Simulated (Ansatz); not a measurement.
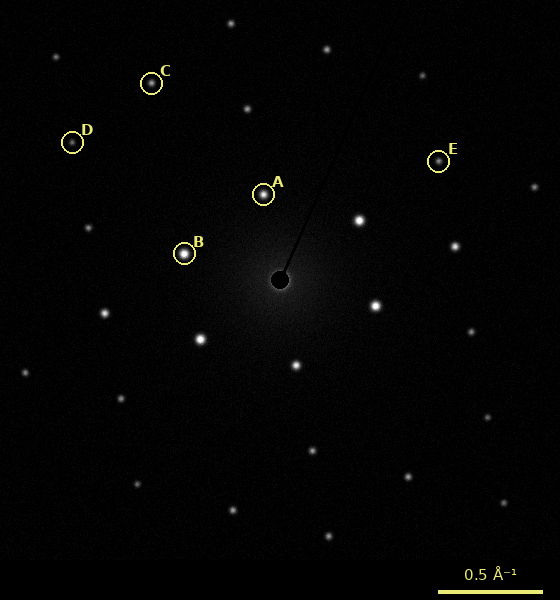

Simulated selected-area electron diffraction pattern (80 kV, kinematic approximation, thin crystal, B = 1 Å² for all atoms). The zone axis points towards the electron source and the pattern is seen from the source side.

Os, space group P6_3/mmc (No. 194), a = 2.75 Å, c = 4.35 Å (hexagonal axes). Structure: coordinates from a relaxation at fixed volume with Ansatz, DFT r2SCAN, scalar-relativistic, plane waves, PAW.

```csv
atom,site,symmetry,x,y,z
Os,2d,-6m2,0.3333,0.6667,0.7500
```

Spot A is indexed 0 -1 0 and spot B 1 -1 -1.

What are the indices of the remaining marked spots?

C = 2A + B = 1 -3 -1 (d = 0.883 Å). D = A + 2B = 2 -3 -2 (d = 0.833 Å). E = 2A − 2B = -2 0 2 (d = 1.045 Å).

Which zone axis is this?

The cross product of A and B is parallel to [101]; every spot obeys hu + kv + lw = 0.
